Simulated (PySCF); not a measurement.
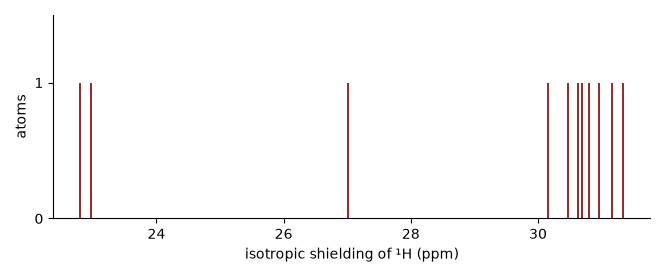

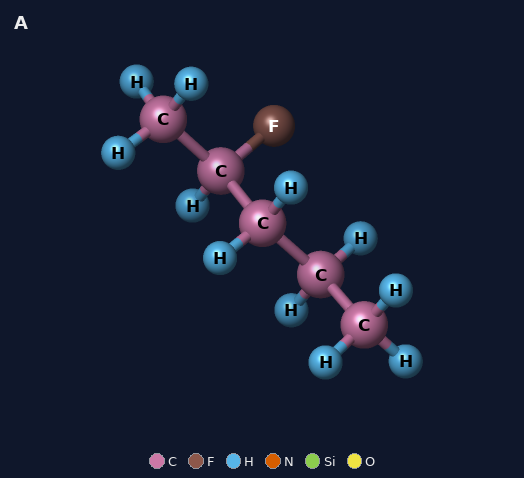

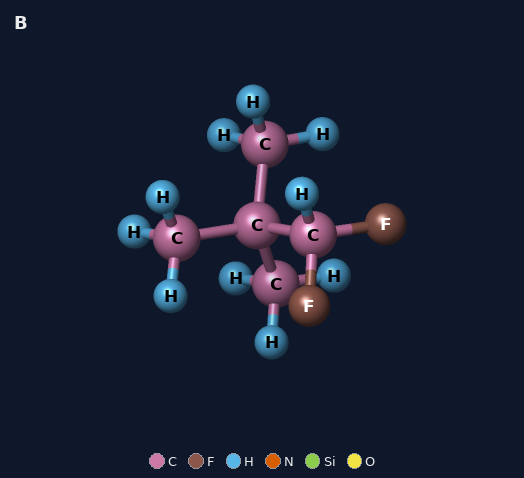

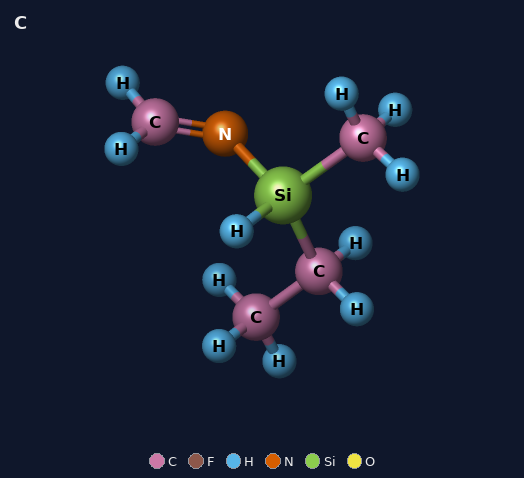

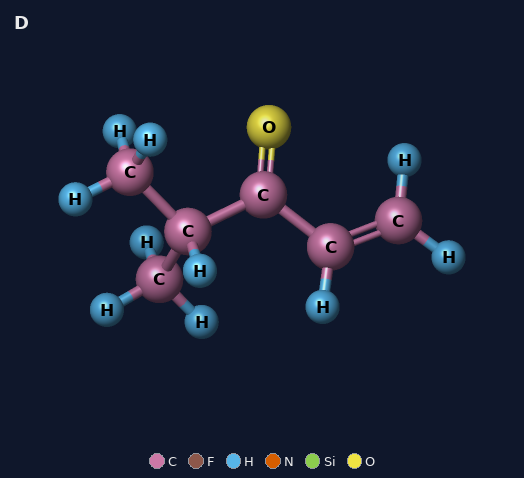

The sticks are computed shieldings of one of the molecules, for one fixed geometry (PBE0-D3(BJ)/def2-SVP) without averaging over rotations. Low shielding means a high chemical shift. Method: GIAO B3LYP/pcSseg-1 NMR shielding, non-relativistic, gas phase (PySCF 2.14.0).

> Match the spectrum to a structure.

C, `C=N[Si@H](C)CC`. Its 11 H atoms give lines at 22.80, 22.97, 27.01, 30.15, 30.47, 30.63, 30.69, 30.80, 30.96, 31.16, 31.34 ppm.
